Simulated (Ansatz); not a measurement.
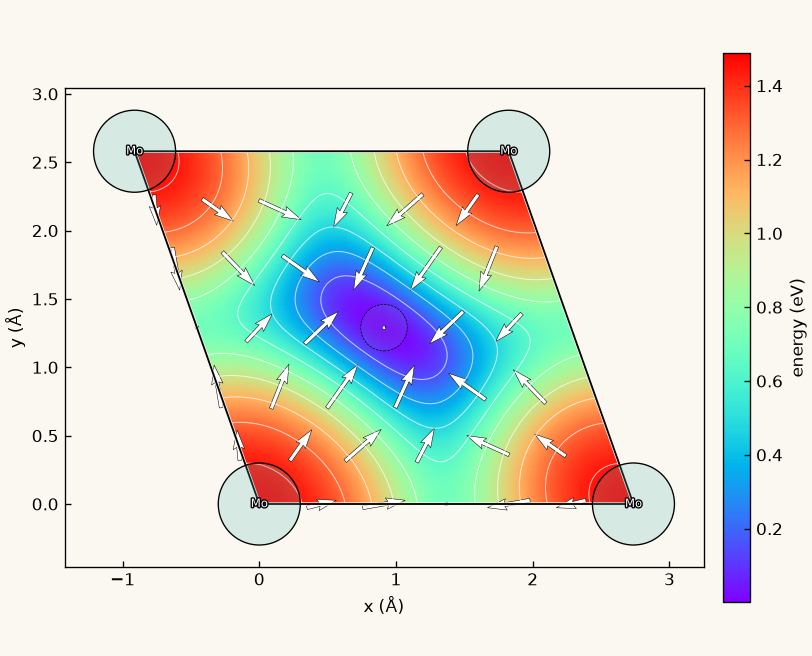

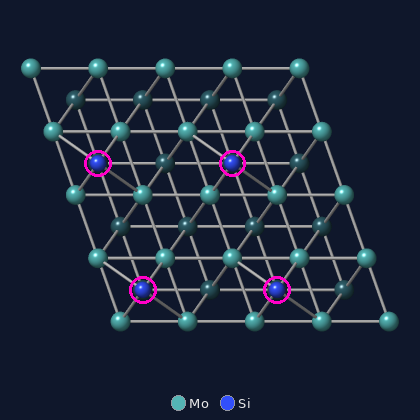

Energy landscape of Si on a Mo(110) slab cut from the Im-3m phase, its upper half relaxed before the scan (12 atoms of substrate and one adsorbate in a 2 × 2 cell). Si is moved over the surface cell; relaxed at each place: the height of the adsorbate's atoms; substrate rigid; the origin of the map has the adsorbate above Mo9. Places are given modulo a cell vector. The map is drawn in real space over the plane of the surface. The scan uses a 6 × 6 grid; 13 points were computed and 23 follow by symmetry. Places are given in fractions of the 1 × 1 surface cell. Energies are in eV, from the lowest grid point. These are results of DFT PBE, scalar-relativistic, plane waves, PAW (Ansatz 0.2.0), not measurements. Settings: cutoff 420 eV, k-mesh 5×5×1, gaussian smearing 0.1 eV, no spin polarisation.

The picture shows a smooth colour map with a few white contour lines, arrows along the force (downhill), their lengths compressed, labelled circles for the atoms of the top layer and small ones for the second layer, the outline of one cell of the plane. Between grid points the surface is interpolated. The second picture is the structure at the lowest point; rings mark the moved atoms.

### Describe this landscape.

The lowest grid point is at a bridge site between two Mo atoms, over a second-layer Mo atom, (3/6, 3/6) of the cell vectors. It is the only kind of minimum in the scanned range. The highest grid point, the top site over a surface Mo atom, (0/6, 0/6) of the cell vectors, lies 1.49 eV above the lowest. On the interpolated surface the easiest way out of the lowest well to its copy in the next cell or period passes a barrier of about 0.71 eV. At the lowest point the adsorbate has 2 Mo at 2.42 Å as nearest neighbours, at the highest 1 Mo at 2.33 Å. Its relaxed height above the top atom is 1.83 Å at the lowest and 2.33 Å at the highest point.

The whole map (13 points run) took 11 min on 4 threads of Arm Neoverse V2, on a shared host.

PAW datasets: the set soft_1.
